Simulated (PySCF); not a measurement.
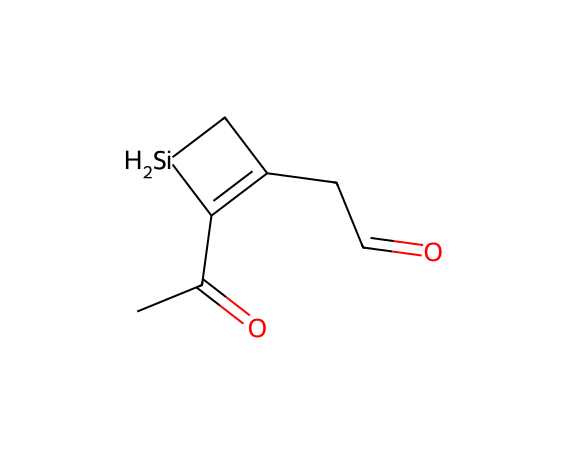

The geometry was computed by an optimisation with GFN2-xTB. No frequency run is at hand to confirm it as a minimum. Properties computed with PBE0/pcSseg-1, gas phase (PySCF 2.14.0).

What is the HOMO energy (Kohn–Sham orbital)?

−7.20 eV.

Give the dipole moment at this level.

3.95 D.

What is the LUMO energy (Kohn–Sham orbital)?

−1.92 eV.

The geometry is semi-empirical. Around Si such bond lengths and angles can be off by a tenth of an ångström or more and by several degrees, and values that hang on the shape move with them.
